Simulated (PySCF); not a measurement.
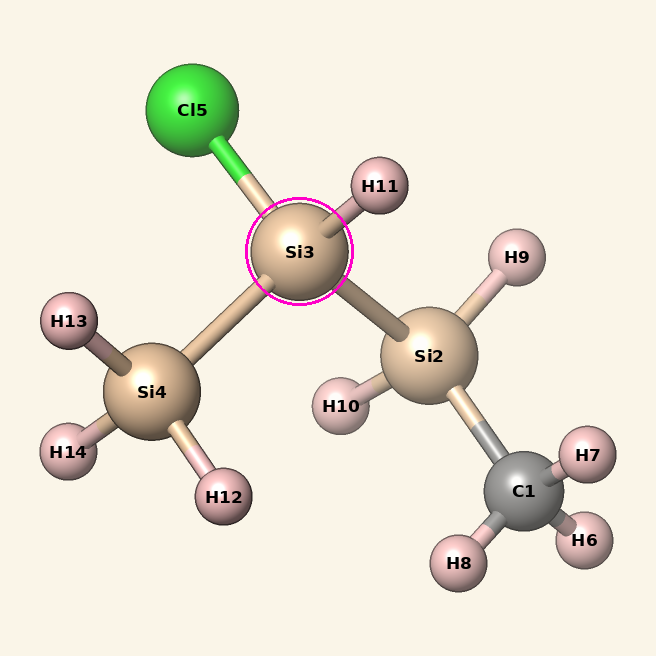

Depth is shown by fading: the farther an atom, the more it takes the colour of the background. Circles mark the stereogenic atoms. Computed geometry: PBE0-D3(BJ)/def2-SVP optimisation. No frequency run is at hand to confirm it as a minimum.

Assign CIP descriptors.

Si3: S (priorities Cl5 > Si2 > Si4 > H11).

Write the isomeric SMILES.

C[SiH2][Si@H]([SiH3])Cl
